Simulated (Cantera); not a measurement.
Feed: 1 mol MgCO₃, 2 mol H₂S, 7.6 mol O₂, equilibrated at 0.0460 bar.

Equilibrium computed with Cantera from the NASA thermochemical tables; the gas is ideal and each condensed phase is pure. Candidate condensed phases: C, C₆H₆, C₇H₈, C₈H₁₈, H₂O, H₂SO₄, Mg, MgCO₃, MgO, Mg(OH)₂, MgS, MgSO₄, S; 130 gas species. The numbers say what is thermodynamically allowed, not how fast it happens.

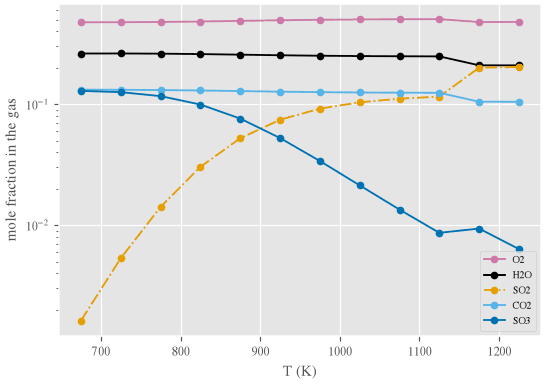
Equilibrium gas composition (values under 1e-9 drawn at 1e-9)

Task: Read off the mole fractions at 825 K.

Result: O₂ about 0.48, H₂O about 0.26, CO₂ about 0.13, SO₃ about 0.099, SO₂ about 0.030.
